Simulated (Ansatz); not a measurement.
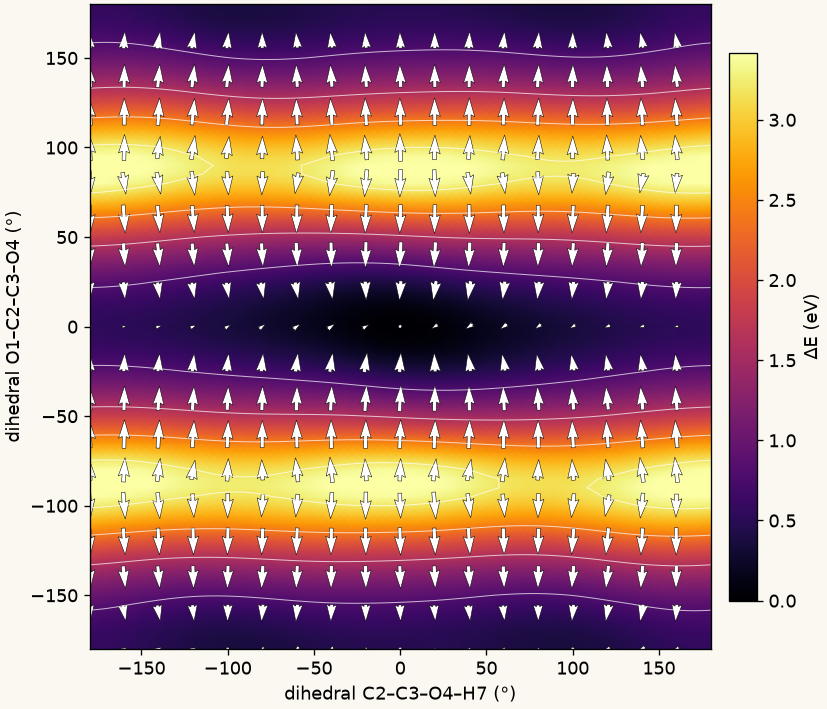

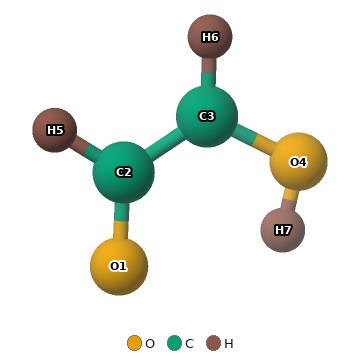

Energy landscape of C2H3O2, charge −1. 
- The first coordinate is: dihedral C2–C3–O4–H7; the second: dihedral O1–C2–C3–O4.
- Nothing is relaxed (all other coordinates rigid).
- The scan uses an 18 × 18 grid; 164 points were computed and 160 follow by symmetry.
- Points are written as (first, second).
- Energies are in eV, from the lowest grid point.
- The dihedral twists a double bond; near 90° a spin-restricted reference is unreliable.
- All numbers below come from RHF/def2-SVPD (Ansatz 0.2.0).

The picture shows a smooth colour map with a few white contour lines, arrows along the force (downhill), their lengths compressed. Between grid points the surface is interpolated. The second picture is the structure at the lowest point.

Q: Describe this landscape.

A: The lowest grid point is at (0°, 0°). A higher local minimum lies near (−100°, −180°) (0.36 eV above the lowest at that grid point). The highest grid point, (−180°, −80°), lies 3.42 eV above the lowest. On the interpolated surface the easiest way out of the lowest well to its copy in the next cell or period passes a barrier of about 0.54 eV. Round the minimum the valley is somewhat tilted: raising dihedral C2–C3–O4–H7 shifts the best value of dihedral O1–C2–C3–O4 downwards (coupling k₁₂/√(k₁₁k₂₂) about 0.2).

Each point was launched as `ansatz run input.yaml --threads 1 --pin off --max-ram 2560MiB --backend cpu --events-out ev --progress --plain --runs-dir out`. The whole map (164 points run) took 4.1 min on 1 thread of Intel(R) Xeon(R) 6975P-C (Granite Rapids), on a shared host.
